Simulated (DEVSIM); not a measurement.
System: Schottky contact on n-type β-Ga2O3, at 400 K.

```tsv
layer (left to right)	material	thickness (μm)	Nd (cm⁻³)	τn (s)	τp (s)
1	β-Ga2O3	14.0	1.5e17	4.2e-10	4.2e-10
2	β-Ga2O3	6.50	9.7e17	4.2e-10	4.2e-10
```

Left contact: Schottky, work function 5.63 eV, emission velocity 5.4e6 cm/s. Right contact: ohmic. Voltage is applied to the left contact. Recombination: SRH at mid-gap, radiative. Mobility is μmin + (μ − μmin)/(1 + (N/Nref)^α).

The device is made up for the run: typed textbook-type constants, with dimensions and the other settings drawn at random. Values at 300 K; Nc and Nv go as T^1.5, mobilities as T to minus their exponent, the gap by Varshni's rule with the affinity fixed.

| parameter | β-Ga2O3 |
|---|---|
| gap (eV) | 4.8 |
| affinity (eV) | 4 |
| permittivity | 10 |
| Nc (cm⁻³) | 3.7e18 |
| Nv (cm⁻³) | 5e20 |
| μn (cm²/Vs) | 160 |
| μp (cm²/Vs) | 1 |
| μn,min | 20 |
| μp,min | 0.1 |
| Nref,n | 1e18 |
| Nref,p | 1e18 |
| αn | 0.8 |
| αp | 0.8 |
| T exponent of μn | 1.8 |
| T exponent of μp | 1.5 |
| B (cm³/s) | 1e-12 |
| Varshni α (eV/K) | 0.0004 |
| Varshni β (K) | 600 |

DEVSIM, 1D drift-diffusion, Boltzmann statistics, complete ionisation; no tunnelling, impact ionisation, image-force lowering or self-heating. Metal contacts follow the ideal Schottky-Mott rule: no Fermi-level pinning, no interface dipoles.

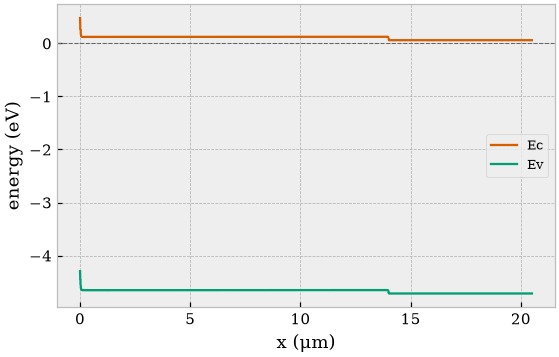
Fig. 1. Band edges at 1.15 V on the left contact

Energies count from the Fermi level of the right contact; mesh points crowd at the junctions.

| x (μm) | Ec (eV) | Ev (eV) | n (cm⁻³) | p (cm⁻³) | field (V/cm) |
|---|---|---|---|---|---|
| 0.000 | 0.480 | -4.296 | 3.1e12 | < 1e2 | -130000 |
| 0.03730 | 0.173 | -4.603 | 3.6e16 | < 1e2 | -36000 |
| 0.1324 | 0.123 | -4.653 | 1.5e17 | < 1e2 | -12 |
| 0.3588 | 0.123 | -4.653 | 1.5e17 | < 1e2 | ≈ 0 |
| 1.327 | 0.123 | -4.653 | 1.5e17 | < 1e2 | ≈ 0 |
| 3.420 | 0.124 | -4.652 | 1.5e17 | < 1e2 | ≈ 0 |
| 8.055 | 0.124 | -4.652 | 1.5e17 | < 1e2 | ≈ 0 |
| 12.33 | 0.125 | -4.651 | 1.5e17 | < 1e2 | ≈ 0 |
| 13.33 | 0.125 | -4.651 | 1.5e17 | < 1e2 | ≈ 0 |
| 13.75 | 0.125 | -4.651 | 1.5e17 | < 1e2 | ≈ 0 |
| 13.92 | 0.125 | -4.651 | 1.5e17 | < 1e2 | -20 |
| 13.99 | 0.105 | -4.671 | 2.7e17 | < 1e2 | -20000 |
| 14.02 | 0.061 | -4.715 | 9.7e17 | < 1e2 | -380 |
| 14.09 | 0.061 | -4.715 | 9.7e17 | < 1e2 | ≈ 0 |
| 14.37 | 0.061 | -4.715 | 9.7e17 | < 1e2 | ≈ 0 |
| 14.98 | 0.061 | -4.715 | 9.7e17 | < 1e2 | ≈ 0 |
| 16.53 | 0.061 | -4.715 | 9.7e17 | < 1e2 | ≈ 0 |
| 18.81 | 0.061 | -4.715 | 9.7e17 | < 1e2 | ≈ 0 |
| 20.02 | 0.061 | -4.715 | 9.7e17 | < 1e2 | ≈ 0 |
| 20.32 | 0.061 | -4.715 | 9.7e17 | < 1e2 | ≈ 0 |
| 20.45 | 0.061 | -4.715 | 9.7e17 | < 1e2 | ≈ 0 |
| 20.50 | 0.061 | -4.715 | 9.7e17 | < 1e2 | ≈ 0 |
